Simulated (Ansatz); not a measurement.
```yaml
atoms:
  - { symbol: B, position_ang: [-1.2636, -0.1902, -0.1105] }
  - { symbol: Si, position_ang: [-0.0771, -0.9183, 1.3534] }
  - { symbol: C, position_ang: [0.5119, 0.0661, -0.1261] }
  - { symbol: N, position_ang: [-0.5390, 0.9760, -0.2859] }
  - { symbol: H, position_ang: [1.3679, 0.0663, -0.8308] }
```

All numbers below come from Ansatz 0.2.0, UKS PBE-D4/def2-SVP.

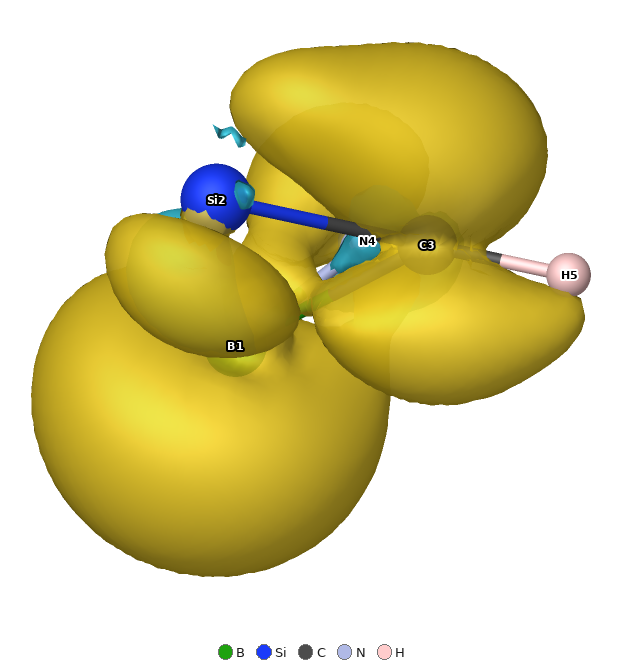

CHBNSi (doublet). Isosurfaces of the spin density (α minus β) at +0.015 (yellow) and −0.015 e/Å³ (cyan), seen from one side.

Which atoms carry the spin?

The unpaired spin (1 electron) lies mostly on B1 (about 0.6), C3 (about 0.2), N4 (about 0.1) and Si2 (about 0.1), in electrons by Hirshfeld's partition.
